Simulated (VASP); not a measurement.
Band structure of Ba (space group Im-3m). Method: PBE GGA, VASP's PBE PAW potentials (set 64) (plane waves; VASP).

Unless said otherwise, spin-orbit coupling is left out, though it shifts the bands of the heavy elements here.

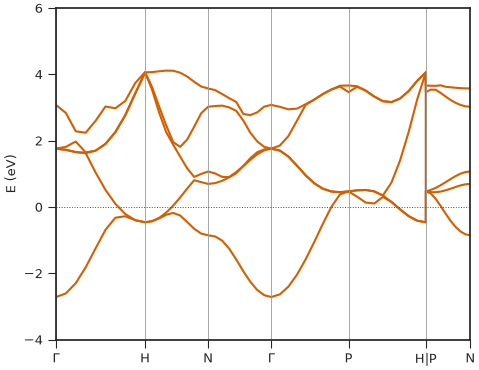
Bands along high-symmetry lines, zero at the valence-band maximum or, without a gap, the Fermi level

Question: Read the plot: is there a gap, and where are the band edges?

Answer: It has no gap at this level: it comes out as a metal or semimetal.

The structure is a typed Ba crystal. The cell was not relaxed at this level.
